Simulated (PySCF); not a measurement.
GeBr, doublet (excess alpha electrons: πx +1). PBE0/cc-pVTZ(-PP) (ECP) with PySCF, UKS. One reference determinant with the occupation held, the lowest that a PBE0 search over spins and occupations found; no spin-orbit coupling. Zero is the separated fragments in their ground configurations, without counterpoise. 2 further points of the run are not drawn.

Q: What bond curve does the calculation give?

A: re = 2.328 Å, ωe = 293 cm⁻¹, ωexe = 0.7 cm⁻¹, De = 3.65 eV.
```
r (Å)  E (eV)
2.006   −2.65
2.100   −3.22
2.193   −3.52
2.263   −3.62
2.333   −3.65
2.403   −3.62
2.496   −3.51
2.613   −3.31
2.753   −3.01
2.940   −2.56
```

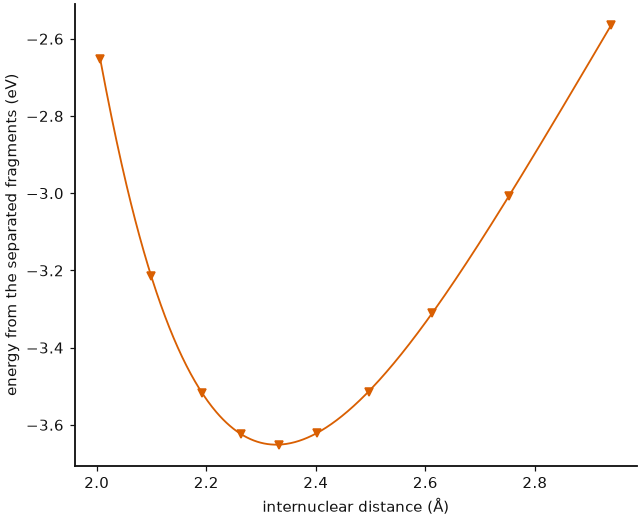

Caveats: lowest determinant of a PBE0 search, another state may lie lower; spin-orbit coupling is left out; it can lower the fragments Ge and Br more than the molecule, and De with it.
